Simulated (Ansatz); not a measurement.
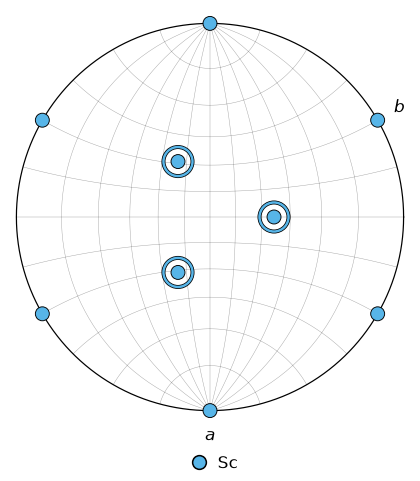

Directions from one scandium atom at (1/3, 2/3, 1/4) to its bonded neighbours, in stereographic projection down c (filled: above the plane of the page or in it, open: below). Crystal: Sc, the geometry relaxed with DFT PBE, scalar-relativistic, plane waves, PAW in Ansatz. All values are computed from the atomic coordinates in the standard setting (tolerance 0.002 Å).

Neighbours are counted up to 3.60 Å for Sc.

```cif
data_structure
_symmetry_space_group_name_H-M 'P 1'
_symmetry_Int_Tables_number 1
_cell_length_a 3.3199
_cell_length_b 3.3199
_cell_length_c 5.1628
_cell_angle_alpha 90.000
_cell_angle_beta 90.000
_cell_angle_gamma 120.000
_cell_volume 49.28
loop_
_atom_site_label
_atom_site_type_symbol
_atom_site_fract_x
_atom_site_fract_y
_atom_site_fract_z
_atom_site_occupancy
Sc1 Sc 0.33333 0.66667 0.25000 1
Sc2 Sc 0.66667 0.33333 0.75000 1
```

Question: How many neighbours are there, and at what angles?

Answer: 12: 6 Sc at 3.22 Å, 6 Sc at 3.32 Å. Angles between bonds: 59° (12×), 60° (6×), 62° (6×), 90° (12×), 107° (3×), 120° (6×), 121° (12×), 145° (6×), 180° (3×).

Question: What is the site's symmetry in the crystal?

Answer: Point group -6m2 (D3h), order 12: one −6 axis, three twofold axes, four mirror planes. In No. 194, P6_3/mmc this is Wyckoff position 2c.
